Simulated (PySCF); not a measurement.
GaH2(CCH) (C2H3Ga).

Computed with PySCF, ωB97X/6-311G**, geometry: GFN2-xTB. No frequency check shows the geometry to be a minimum. GFN2-xTB bond lengths at metals and heavier atoms can be off by up to 0.1 Å and shapes distorted, which carries into these values. Without diffuse functions Rydberg states are missing, so the states' numbers hold for this basis only.

Coordinates in Å:

```
Ga1     -0.7255   -0.0001    0.0000
H2      -1.5017   -1.3574    0.0000
H3      -1.5018    1.3573    0.0000
C4       1.2286    0.0015    0.0000
C5       2.4383   -0.0006    0.0000
H6       3.4942   -0.0017    0.0000
```

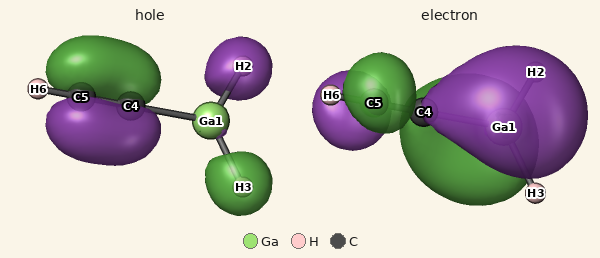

Leading natural transition orbital pair of S₁ (TDA singlet states); the surfaces enclose about 70 % of each orbital's density.

Question: Where does the state lie, and where do hole and electron sit?

Answer: 4.81 eV (258 nm), f = 0.000 (dark); the leading pair carries 97 %; hole on C5 (35 %), C4 (30 %) and Ga1 (13 %), electron on Ga1 (59 %), C5 (17 %) and C4 (14 %); their centroids lie 0.8 Å apart. In canonical orbitals it is mainly HOMO → LUMO (91 %). The HOMO–LUMO gap is 10.18 eV.
